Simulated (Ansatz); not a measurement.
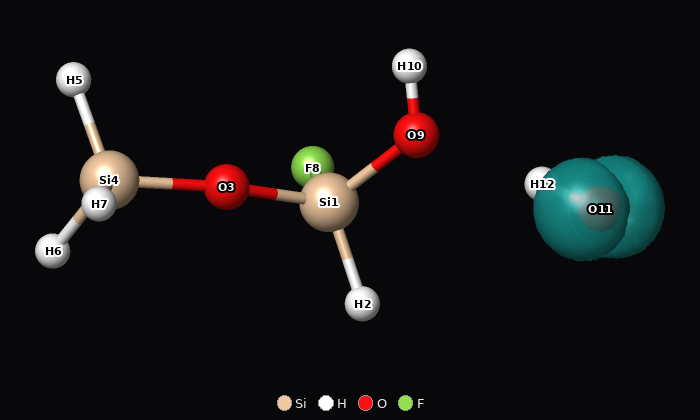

*FH5O2Si2···OH (doublet). Isosurfaces of the spin density (α minus β) at +0.08 (teal) and −0.08 e/Å³ (pink), seen from one side.*

All numbers below come from UHF/def2-SVP (Ansatz).

```xyz
12

Si    0.2737    0.0278    0.2236
H     0.7678    1.0864    1.0899
O     1.4508   -0.9036   -0.3649
Si    2.6772   -1.5353   -1.2715
H     2.1096   -2.4242   -2.3054
H     3.4329   -0.4406   -1.9143
H     3.5709   -2.3070   -0.3864
F    -0.4891    0.6786   -1.0245
O    -0.8085   -0.8526    1.0832
H    -1.2595   -1.5841    0.6875
O    -1.4336   -0.5325    3.9708
H    -1.2572   -0.6262    3.0324
```

Q: Describe the spin distribution.

A: The unpaired spin (1 electron) lies mostly on O11 (about 1.0), in electrons by Hirshfeld's partition.
